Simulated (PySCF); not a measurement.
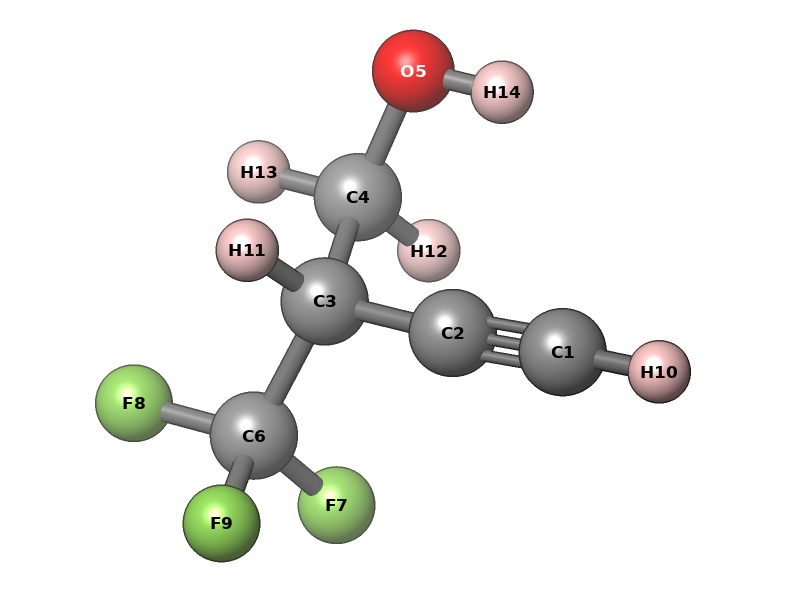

Atoms fade into the background with distance from the viewer. The geometry was computed by an optimisation with PBE0-D3(BJ)/def2-SVP. No frequency run is at hand to confirm it as a minimum.

> Which atoms or bonds are stereogenic?

Centres: C3.

> Assign CIP descriptors.

C3: S (priorities C6 > C4 > C2 > H11).

> Write the isomeric SMILES.

C#C[C@@H](CO)C(F)(F)F
